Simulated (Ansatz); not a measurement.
**SnH2+ (doublet): one geometry, many settings at distance Sn1–H2 = 4.530 Å**

What do other methods and options give for SnH2+ (doublet) at this geometry, and how long do they take?

Computed with Ansatz 0.2.0, Gaussian basis. Level: the settings change from run to run.

25 further runs of the same task are left out: 6 for a known fault of the program, 19 that didn't finish.

## 1. What is computed

The geometry derives from a PBE0/def2-TZVP stationary point (not a proven minimum). One bond is set to the value named and the two fragments are kept rigid. No spin-orbit coupling is included. Elements past krypton take def2 core potentials.

3 atoms, charge 1, spin multiplicity 2.

Atoms are counted from 1 here; the program's logs count them from 0.

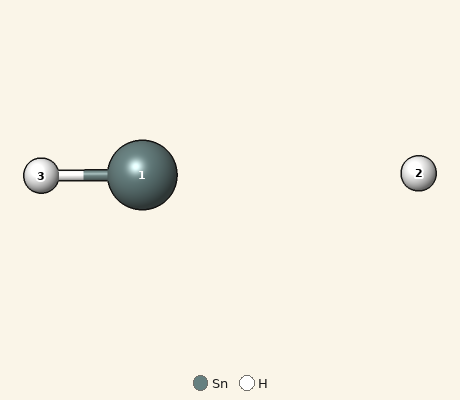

The geometry (tin teal, hydrogen white); atoms are numbered from 1 in the order of the file.

## 2. BCCD(T) on ROHF/def2-SVP

File in.yaml:

```yaml
crystal:
  periodic: [false, false, false]
  atoms:
    - {symbol: Sn, position_ang: [0.000000, 0.000000, 0.958200]}
    - {symbol: H, position_ang: [0.000000, 0.000000, -3.571800]}
    - {symbol: H, position_ang: [0.000000, 0.000000, 2.613600]}
basis:
  gaussian: {orbitals: def2-SVP}
total_charge: 1
magnetization: {spin_polarized: false, initial_magnetization: 1}
correlation: {method: bccd_t, electrons: all}
```

Run with:

```console
$ ansatz run in.yaml --threads 1 --pin off --events-out ev --progress --plain --max-ram 2393MiB
```

What it wrote:

```text
Functional definition: HF
  name "HF"
  cite "Fock, Z. Phys. 61, 126 (1930) doi:10.1007/BF01340294"
  parent pbe
  exchange = exact_x
  correlation = 0
445 factors; integrals over basis functions are off by at most 5.3e-4 eV
mean field evaluation 1: about -5826.7274 eV, gradient 8.2e0 eV
mean field evaluation 2: about -5826.7376 eV, gradient 8.3e0 eV
mean field evaluation 4: about -5827.2298 eV, gradient 7.5e-1 eV
mean field evaluation 8: about -5827.2359 eV, gradient 2.7e-1 eV
mean field evaluation 16: about -5827.2293 eV, gradient 7.8e-1 eV
mean field -5827.23682684 eV, -214.1470035432 hartree, gradient 2.8e-6 eV, S^2 0.750000; 0 other end points of the search recorded, 0 dependent functions left out
mean field evaluation 32: about -5826.3366 eV, gradient 4.1e0 eV
mean field evaluation 64: about -5818.3588 eV, gradient 1.0e1 eV
mean field evaluation 96: about -5823.9783 eV, gradient 8.9e0 eV
reference -5827.23682684 eV, -214.1470035432 hartree; 12, 11 occupied and 24, 25 virtual orbitals, 445 factors
second order -2.35574407 eV of doubles, -0.00001489 eV of singles
cycle   1  -2.68912825 eV  change   -3.3e-1 eV  update   5.9e-2
cycle   2  -2.86089495 eV  change   -1.7e-1 eV  update   2.3e-2
cycle   3  -2.87463447 eV  change   -1.4e-2 eV  update   6.4e-3
cycle   4  -2.87443229 eV  change    2.0e-4 eV  update   1.7e-3
cycle   5  -2.87444794 eV  change   -1.6e-5 eV  update   3.1e-4
cycle   6  -2.87426736 eV  change    1.8e-4 eV  update   8.4e-5
cycle   7  -2.87430239 eV  change   -3.5e-5 eV  update   2.6e-5
cycle   8  -2.87431514 eV  change   -1.3e-5 eV  update   7.6e-6
perturbative correction -0.06478853 eV, -0.0023809347 hartree
Total energy: -5830.17593051 eV, -214.2550136112 hartree
```

Wall time 2 s (1 thread of Intel Xeon Platinum 8488C, shared host).

From the report: correlation -2.9391 eV; largest double amplitude 0.06.

## 3. BCCD(T) on ROHF/def2-SVP

in.yaml, as its differences from that of step 2:

```diff
@@ -10,2 +10,3 @@
 magnetization: {spin_polarized: false, initial_magnetization: 1}
-correlation: {method: bccd_t, electrons: all}
+correlation: {method: bccd_t, electrons: valence}
+scf: {lower_state_search: off}
```

Same command.

What it wrote, shortened:

```text
Functional definition: HF
  name "HF"
  cite "Fock, Z. Phys. 61, 126 (1930) doi:10.1007/BF01340294"
  parent pbe
[...]
445 factors; integrals over basis functions are off by at most 5.3e-4 eV
[...]
mean field -5827.23682684 eV, -214.1470035432 hartree, gradient 2.8e-6 eV, S^2 0.750000; 0 other end points of the search recorded, 0 dependent functions left out
4 core orbitals not correlated: weight in the atoms' cores, before any rotation towards them, 1.000 or more for the frozen orbitals, at most 0.000 for the correlated occupied ones
reference -5827.23682684 eV, -214.1470035432 hartree; 8, 7 occupied and 24, 25 virtual orbitals, 445 factors
second order -1.89149014 eV of doubles, -0.00001489 eV of singles
cycle   1  -2.24824378 eV  change   -3.6e-1 eV  update   5.8e-2
[...]
cycle   8  -2.42827150 eV  change   -6.3e-6 eV  update   7.0e-6
perturbative correction -0.05069537 eV, -0.0018630204 hartree
Total energy: -5829.71579370 eV, -214.2381038952 hartree
Checks for a lower state left out: stability, starts, cluster_reference, orbital_swaps, neighbouring_geometries, increment
```

Wall time 0.99 s (1 thread of Intel Xeon Platinum 8488C, shared host).

From the report: correlation -2.4790 eV; largest double amplitude 0.07.

## 4. CISD/def2-SVP

in.yaml, as its differences from that of step 3:

```diff
@@ -10,3 +10,3 @@
 magnetization: {spin_polarized: false, initial_magnetization: 1}
-correlation: {method: bccd_t, electrons: valence}
-scf: {lower_state_search: off}
+correlation: {active_space: {ras: {orbitals: [7, 1, 24], electrons: 15, max_holes: 2, max_particles: 2}, fixed_orbitals: true}}
+output: {forces: true}
```

The command is unchanged.

What it wrote, shortened:

```text
Functional definition: HF
  name "HF"
  cite "Fock, Z. Phys. 61, 126 (1930) doi:10.1007/BF01340294"
  parent pbe
[...]
445 factors; integrals over basis functions are off by at most 5.3e-4 eV
[...]
mean field -5827.23682684 eV, -214.1470035432 hartree, gradient 2.8e-6 eV, S^2 0.750000; 0 other end points of the search recorded, 0 dependent functions left out
reference -5827.23682684 eV, -214.1470035432 hartree; 12, 11 occupied and 24, 25 virtual orbitals, 445 factors
state -5829.59091723 eV, -214.2335147695 hartree
[...]
Total energy: -5829.59091723 eV, -214.2335147695 hartree
Atom 0 at     0.000000     0.000000     0.958200 Å, force    -0.000000    -0.000000    -1.551911 eV/Å
Atom 1 at     0.000000     0.000000    -3.571800 Å, force     0.000000     0.000000     0.002831 eV/Å
Atom 2 at     0.000000     0.000000     2.613600 Å, force     0.000000     0.000000     1.549080 eV/Å
Dipole moment:    -0.000000    -0.000000     0.129580 e Å
```

Run time: 3.4 s. Hardware: 1 thread of Intel Xeon Platinum 8488C, shared host.

From the report: 19,381 determinants.

## 5. CCSD on UHF/def2-SVP

File in.yaml:

```yaml
crystal:
  periodic: [false, false, false]
  atoms:
    - {symbol: Sn, position_ang: [0.000000, 0.000000, 0.958200]}
    - {symbol: H, position_ang: [0.000000, 0.000000, -3.571800]}
    - {symbol: H, position_ang: [0.000000, 0.000000, 2.613600]}
basis:
  gaussian: {orbitals: def2-SVP}
total_charge: 1
magnetization: {spin_polarized: true, initial_magnetization: 1}
correlation: {method: ccsd, electrons: outside_noble_gas}
accuracy: high
```

The command is unchanged.

What it wrote, shortened:

```text
Functional definition: HF
  name "HF"
  cite "Fock, Z. Phys. 61, 126 (1930) doi:10.1007/BF01340294"
  parent pbe
[...]
761 factors; integrals over basis functions are off by at most 3.1e-9 eV
[...]
mean field -5827.23687110 eV, -214.1470051700 hartree, gradient 2.8e-8 eV, S^2 0.750001; 12 other end points of the search recorded, 0 dependent functions left out
determinant -5827.23687110 eV, -214.1470051700 hartree, with singles and doubles -5829.04558001 eV, -214.2134739964 hartree
determinant -5825.50525683 eV, -214.0833695193 hartree, with singles and doubles -5826.79236771 eV, -214.1306699717 hartree
determinant -5824.96665657 eV, -214.0635763246 hartree, with singles and doubles -5826.39323789 eV, -214.1160022213 hartree
determinant -5824.96331825 eV, -214.0634536436 hartree, with singles and doubles -5826.38621844 eV, -214.1157442613 hartree
determinant -5821.78560686 eV, -213.9466749039 hartree, with singles and doubles -5822.75977903 eV, -213.9824750711 hartree
9 core orbitals not correlated: weight in the atoms' cores, before any rotation towards them, 0.999 or more for the frozen orbitals, at most 0.001 for the correlated occupied ones
reference -5827.23687110 eV, -214.1470051700 hartree; 3, 2 occupied and 24, 25 virtual orbitals, 761 factors
second order -1.29878043 eV of doubles, -0.00000000 eV of singles
cycle   1  -1.80318269 eV  change   -2.4e-2 eV  update   9.4e-3
[...]
cycle  19  -1.80647391 eV  change   7.1e-11 eV  update  5.9e-10
Total energy: -5829.04334501 eV, -214.2133918618 hartree
```

Run time: 1.9 s. Hardware: 1 thread of Intel Xeon Platinum 8488C, shared host.

From the report: ⟨S²⟩ of the determinant 0.750 (pure doublet: 0.75); correlation -1.8065 eV; T1 0.009; largest double amplitude 0.07.

## 6. CASCI(5,5)/def2-SVP

in.yaml, as its differences from that of step 5:

```diff
@@ -9,4 +9,6 @@
 total_charge: 1
-magnetization: {spin_polarized: true, initial_magnetization: 1}
-correlation: {method: ccsd, electrons: outside_noble_gas}
-accuracy: high
+magnetization: {spin_polarized: false, initial_magnetization: 1}
+hamiltonian: {pseudopotentials: {relativity: scalar}}
+correlation: {active_space: {window: {electrons: 5, orbitals: 5}, fixed_orbitals: true}}
+scf: {lower_state_search: light}
+output: {forces: true}
```

Launched as before.

What it wrote, shortened:

```text
Functional definition: HF
  name "HF"
  cite "Fock, Z. Phys. 61, 126 (1930) doi:10.1007/BF01340294"
  parent pbe
[...]
445 factors; integrals over basis functions are off by at most 5.3e-4 eV
[...]
mean field -5827.23718258 eV, -214.1470166167 hartree, gradient 2.8e-6 eV, S^2 0.750000; 0 other end points of the search recorded, 0 dependent functions left out
reference -5827.23718258 eV, -214.1470166167 hartree; 12, 11 occupied and 24, 25 virtual orbitals, 445 factors
state -5827.57033967 eV, -214.1592599138 hartree
[...]
Total energy: -5827.57033967 eV, -214.1592599138 hartree
Relativity: scalar
Atom 0 at     0.000000     0.000000     0.958200 Å, force    -0.000000     0.000000    -1.558984 eV/Å
Atom 1 at     0.000000     0.000000    -3.571800 Å, force     0.000000     0.000000     0.000076 eV/Å
Atom 2 at     0.000000     0.000000     2.613600 Å, force     0.000000    -0.000000     1.558908 eV/Å
Dipole moment:    -0.000000     0.000000     0.136091 e Å
```

Wall time 0.48 s (1 thread of Intel Xeon Platinum 8488C, shared host).

From the report: 24 determinants; active occupations 2.00, 1.96, 1.00, 0.02, 0.02.

## 7. CASSCF(5,6)/def2-SVP

File in.yaml:

```yaml
crystal:
  periodic: [false, false, false]
  atoms:
    - {symbol: Sn, position_ang: [0.000000, 0.000000, 0.958200]}
    - {symbol: H, position_ang: [0.000000, 0.000000, -3.571800]}
    - {symbol: H, position_ang: [0.000000, 0.000000, 2.613600]}
basis:
  gaussian: {orbitals: def2-SVP}
total_charge: 1
magnetization: {spin_polarized: false, initial_magnetization: 1}
correlation: {active_space: {window: {electrons: 5, orbitals: 6}, states: [{multiplicity: 2, weights: [0.5, 1, 0.5, 0.5]}], root: 0}}
accuracy: high
output: {forces: true}
```

The command is unchanged.

What it wrote, shortened:

```text
Functional definition: HF
  name "HF"
  cite "Fock, Z. Phys. 61, 126 (1930) doi:10.1007/BF01340294"
  parent pbe
[...]
761 factors; integrals over basis functions are off by at most 3.1e-9 eV
[...]
mean field -5827.23685401 eV, -214.1470045419 hartree, gradient 1.6e-8 eV, S^2 0.750000; 0 other end points of the search recorded, 0 dependent functions left out
reference -5827.23685401 eV, -214.1470045419 hartree; 12, 11 occupied and 24, 25 virtual orbitals, 761 factors
state -5828.06222017 eV, -214.1773361888 hartree
state -5826.00861774 eV, -214.1018676913 hartree
state -5825.95004056 eV, -214.0997150196 hartree
state -5824.93607430 eV, -214.0624524469 hartree
[...]
Total energy: -5828.06222017 eV, -214.1773361888 hartree
Atom 0 at     0.000000     0.000000     0.958200 Å, force    -0.000000    -0.000000    -2.068984 eV/Å
Atom 1 at     0.000000     0.000000    -3.571800 Å, force    -0.000000     0.000000    -0.000047 eV/Å
Atom 2 at     0.000000     0.000000     2.613600 Å, force     0.000000     0.000000     2.069031 eV/Å
Dipole moment:     0.000000     0.000000     0.147997 e Å
```

Wall time 2.4 s (1 thread of Intel Xeon Platinum 8488C, shared host).

From the report: 300 determinants; active occupations (of the averaged states) 1.95, 1.20, 0.99, 0.41, 0.41, 0.03.

## 8. CCSDT on ROHF/def2-SVP

in.yaml, as its differences from that of step 7:

```diff
@@ -10,4 +10,2 @@
 magnetization: {spin_polarized: false, initial_magnetization: 1}
-correlation: {active_space: {window: {electrons: 5, orbitals: 6}, states: [{multiplicity: 2, weights: [0.5, 1, 0.5, 0.5]}], root: 0}}
-accuracy: high
-output: {forces: true}
+correlation: {method: ccsdt, electrons: outside_noble_gas}
```

The command is unchanged.

What it wrote, shortened:

```text
Functional definition: HF
  name "HF"
  cite "Fock, Z. Phys. 61, 126 (1930) doi:10.1007/BF01340294"
  parent pbe
[...]
734 factors; integrals over basis functions are off by at most 1.6e-7 eV
[...]
mean field -5827.23685399 eV, -214.1470045413 hartree, gradient 2.9e-6 eV, S^2 0.750000; 0 other end points of the search recorded, 0 dependent functions left out
[...]
9 core orbitals not correlated: weight in the atoms' cores, before any rotation towards them, 0.999 or more for the frozen orbitals, at most 0.001 for the correlated occupied ones
reference -5827.23685399 eV, -214.1470045413 hartree; 3, 2 occupied and 24, 25 virtual orbitals, 734 factors
second order -1.29878276 eV of doubles, -0.00001488 eV of singles
cycle   1  -1.63281485 eV  change   -3.3e-1 eV  update   5.8e-2
[...]
cycle  13  -1.83305180 eV  change    4.0e-7 eV  update   2.5e-7
Total energy: -5829.06990579 eV, -214.2143679524 hartree
```

Wall time 1.9 s (1 thread of Intel Xeon Platinum 8488C, shared host).

From the report: correlation -1.8331 eV; T1 0.009; largest double amplitude 0.07.

## 9. MRCISD+Q(3,4)/def2-mTZVP

in.yaml, as its differences from that of step 8:

```diff
@@ -7,5 +7,6 @@
 basis:
-  gaussian: {orbitals: def2-SVP}
+  gaussian: {orbitals: def2-mTZVP, fitting: {mean_field: def2-universal-jkfit}}
 total_charge: 1
 magnetization: {spin_polarized: false, initial_magnetization: 1}
-correlation: {method: ccsdt, electrons: outside_noble_gas}
+correlation: {method: fic_mrcisd_q, electrons: outside_noble_gas, active_space: {window: {electrons: 3, orbitals: 4}, states: [{multiplicity: 2, weights: [1, 1]}], root: 1}}
+scf: {lower_state_search: full}
```

Same command.

What it wrote, shortened:

```text
Functional definition: HF
  name "HF"
  cite "Fock, Z. Phys. 61, 126 (1930) doi:10.1007/BF01340294"
  parent pbe
[...]
254 factors; integrals over basis functions are off by at most 1.4e0 eV
[...]
mean field -5827.28856399 eV, -214.1489048487 hartree, gradient 1.6e-6 eV, S^2 0.750000; 3 other end points of the search recorded, 0 dependent functions left out
reference -5827.28856399 eV, -214.1489048487 hartree; 12, 11 occupied and 30, 31 virtual orbitals, 254 factors
state -5827.71674503 eV, -214.1646402117 hartree
state -5825.32610472 eV, -214.0767858006 hartree
contracted CI cycle   1: correlation 0.00000000 eV, 0.0000000000 hartree, residual 7.22e0 eV
contracted CI cycle   2: correlation -1.10792806 eV, -0.0407156053 hartree, residual 1.90e0 eV
contracted CI cycle   3: correlation -1.20134254 eV, -0.0441485240 hartree, residual 7.22e-1 eV
[...]
contracted CI cycle   1: correlation 0.00000000 eV, 0.0000000000 hartree, residual 6.95e0 eV
contracted CI cycle   2: correlation -1.24988220 eV, -0.0459323238 hartree, residual 1.85e0 eV
contracted CI cycle   3: correlation -1.37995951 eV, -0.0507125766 hartree, residual 8.31e-1 eV
contracted CI cycle   4: correlation -1.40283166 eV, -0.0515531128 hartree, residual 3.63e-1 eV
contracted CI cycle   5: correlation -1.40688417 eV, -0.0517020398 hartree, residual 1.32e-1 eV
contracted CI cycle   6: correlation -1.40734501 eV, -0.0517189753 hartree, residual 3.77e-2 eV
contracted CI cycle   7: correlation -1.40737817 eV, -0.0517201938 hartree, residual 1.12e-2 eV
contracted CI cycle   8: correlation -1.40738103 eV, -0.0517202989 hartree, residual 3.59e-3 eV
contracted CI cycle   9: correlation -1.40738132 eV, -0.0517203096 hartree, residual 1.11e-3 eV
state -5825.32610472 eV, -214.0767858006 hartree; corrected -5826.85579314 eV, -214.1330008130 hartree
Total energy: -5826.85579314 eV, -214.1330008130 hartree
```

Run time: 0.93 s. Hardware: 1 thread of Intel Xeon Platinum 8488C, shared host.

From the report: 12 determinants; active occupations (of the averaged states) 1.47, 1.00, 0.52, 0.02.

## 10. BCCD on UHF/def2-SVPD

File in.yaml:

```yaml
crystal:
  periodic: [false, false, false]
  atoms:
    - {symbol: Sn, position_ang: [0.000000, 0.000000, 0.958200]}
    - {symbol: H, position_ang: [0.000000, 0.000000, -3.571800]}
    - {symbol: H, position_ang: [0.000000, 0.000000, 2.613600]}
basis:
  gaussian: {orbitals: def2-SVPD, point_charges: [{charge: 1.00, position_ang: [4.283, 0.939, 0.069]}]}
total_charge: 1
magnetization: {spin_polarized: true, initial_magnetization: 1}
correlation: {method: bccd, electrons: outside_noble_gas}
output: {forces: true}
```

Launched as before.

What it wrote, shortened:

```text
Functional definition: HF
  name "HF"
  cite "Fock, Z. Phys. 61, 126 (1930) doi:10.1007/BF01340294"
  parent pbe
[...]
584 factors; integrals over basis functions are off by at most 3.7e-4 eV
[...]
mean field -5824.07596800 eV, -214.0308441236 hartree, gradient 2.4e-6 eV, S^2 0.750002; 9 other end points of the search recorded, 0 dependent functions left out
determinant -5824.07596800 eV, -214.0308441236 hartree, with singles and doubles -5825.93860777 eV, -214.0992948726 hartree
determinant -5822.59927885 eV, -213.9765767981 hartree, with singles and doubles -5823.92396802 eV, -214.0252582273 hartree
determinant -5822.08381405 eV, -213.9576338163 hartree, with singles and doubles -5823.50529489 eV, -214.0098722737 hartree
determinant -5822.07959359 eV, -213.9574787172 hartree, with singles and doubles -5823.49876293 eV, -214.0096322284 hartree
[...]
determinant -5821.78586282 eV, -213.9466843103 hartree, with singles and doubles -5823.22875269 eV, -213.9997095352 hartree
9 core orbitals not correlated: weight in the atoms' cores, before any rotation towards them, 0.999 or more for the frozen orbitals, at most 0.001 for the correlated occupied ones
reference -5824.07596800 eV, -214.0308441236 hartree; 3, 2 occupied and 36, 37 virtual orbitals, 584 factors
second order -1.34012724 eV of doubles, -0.00000000 eV of singles
cycle   1  -1.85332776 eV  change   -4.2e-2 eV  update   1.1e-2
[...]
cycle  14  -1.85621180 eV  change   -5.1e-8 eV  update   1.1e-7
[...]
Total energy: -5825.93217981 eV, -214.0990586492 hartree
Atom 0 at     0.000000     0.000000     0.958200 Å, force    -0.500678    -0.109768    -1.557502 eV/Å
Atom 1 at     0.000000     0.000000    -3.571800 Å, force     0.002789     0.000611     0.012280 eV/Å
Atom 2 at     0.000000     0.000000     2.613600 Å, force    -0.133189    -0.029200     1.730668 eV/Å
Dipole moment:    -0.215140    -0.047167     0.136165 e Å
```

Run time: 4.6 s. Hardware: 1 thread of Intel Xeon Platinum 8488C, shared host.

From the report: ⟨S²⟩ of the determinant 0.750 (pure doublet: 0.75); correlation -1.8562 eV; largest double amplitude 0.07.

## 11. All runs side by side

Where basis and cores are those of an earlier FCI/def2-SVP run (-5829.0707 eV), and the state is the same kind, the miss against it is given.

```tsv
level	correlated	functions	energy (eV)	from FCI (meV)	time
BCCD(T) on ROHF/def2-SVP	all	36	-5830.1759		2 s
BCCD(T) on ROHF/def2-SVP	valence	36	-5829.7158		0.99 s
CISD/def2-SVP	valence	36	-5829.5909		3.4 s
CCSD on UHF/def2-SVP	outside noble gas	36	-5829.0433	27.4	1.9 s
CASCI(5,5)/def2-SVP (relativity set)		36	-5827.5703		0.48 s
CASSCF(5,6)/def2-SVP (lowest root of an average)		36	-5828.0622		2.4 s
CCSDT on ROHF/def2-SVP	outside noble gas	36	-5829.0699	0.8	1.9 s
MRCISD+Q(3,4)/def2-mTZVP (excited root 1 of an average)	outside noble gas	42	-5826.8558		0.93 s
BCCD on UHF/def2-SVPD (beside a point charge)	outside noble gas	48	-5825.9322		4.6 s
```

## 12. What came out

```
quantity                                                 value
    runs                                                     9
quickest          CASCI(5,5)/def2-SVP (relativity set), 0.48 s
 slowest  BCCD on UHF/def2-SVPD (beside a point charge), 4.6 s
```

In words: Total energies in different bases, with other cores or another treatment of relativity can't be set against each other. BCCD on UHF/def2-SVPD (beside a point charge) took 10 times as long as CASCI(5,5)/def2-SVP (relativity set); the jobs differ in more than the method. Among the correlated runs with a miss given, it spans +1 to +27 meV.
